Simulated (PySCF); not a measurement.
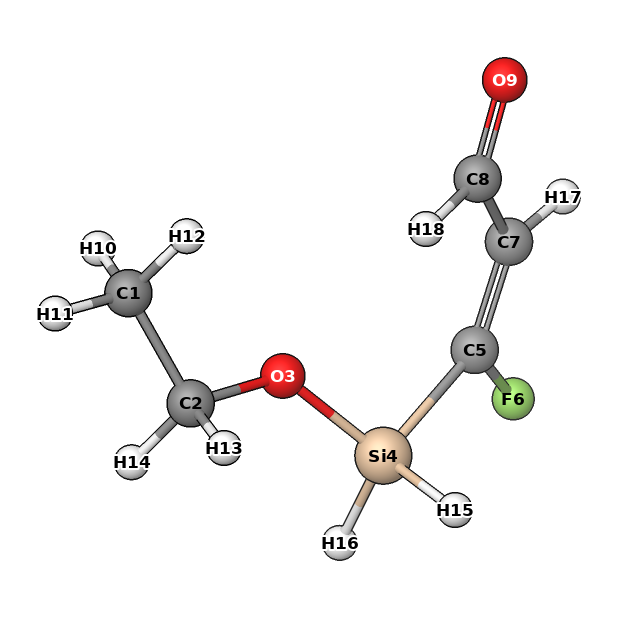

The computed structure is the end point of a GFN2-xTB optimisation. No frequency run is at hand to confirm it as a minimum. Electric field gradients from the ground-state density, PBE0/pcSseg-1 (PySCF 2.14.0), non-relativistic apart from any core potentials.

Give the largest field-gradient component, the quadrupole coupling constant and the asymmetry for 17O at O3 (Q = −25.6 mb), 17O at O9 (Q = −25.6 mb), 2H at H10 (Q = 2.86 mb), 2H at H11 (Q = 2.86 mb).

| atom | V_zz (a.u.) | e²qQ/h (MHz) | η |
| --- | --- | --- | --- |
| O3 | 1.678 | −10.10 | 0.38 |
| O9 | −2.080 | 12.51 | 0.50 |
| H10 | 0.314 | 0.211 | 0.03 |
| H11 | 0.317 | 0.213 | 0.03 |

The geometry is semi-empirical. Around Si such bond lengths and angles can be off by a tenth of an ångström or more and by several degrees, and values that hang on the shape move with them.
